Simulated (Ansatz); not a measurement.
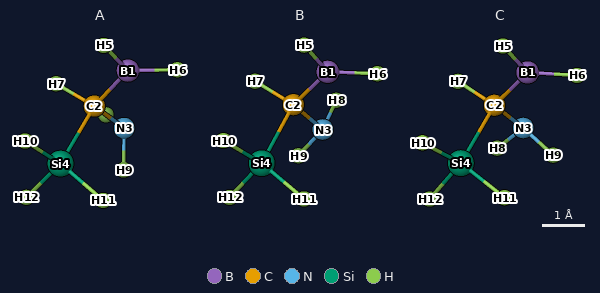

3 geometries from a converged minimum-energy path of CH8BNSi, shuffled. Style: ball-and-stick. Shown from a free direction.

These are results of RKS B3LYP/def2-SVP (Ansatz 0.2.0), not measurements. Settings: 5 movable images; climbing image; force threshold 0.05 eV/Å; iteration limit 60; starting path through a guess of the saddle point.

### Which frame is the top of the path?

A. In order along the path, whose images run from 0 to 6: C (image 1, +0.052 eV), A (image 3, +0.241 eV), B (image 5, +0.042 eV). The motion is a rotation about the C2–N3 bond by about 155°. No bond forms or breaks between the ends. Bond angles that change up to the highest image, for instance: B1–C2–Si4 96.5° → 106.0°, B1–C2–H7 113.3° → 109.3°.

Cost: 3 min on 2 threads of Arm Neoverse V1, with other jobs on the host, peak memory 0.21 GiB.
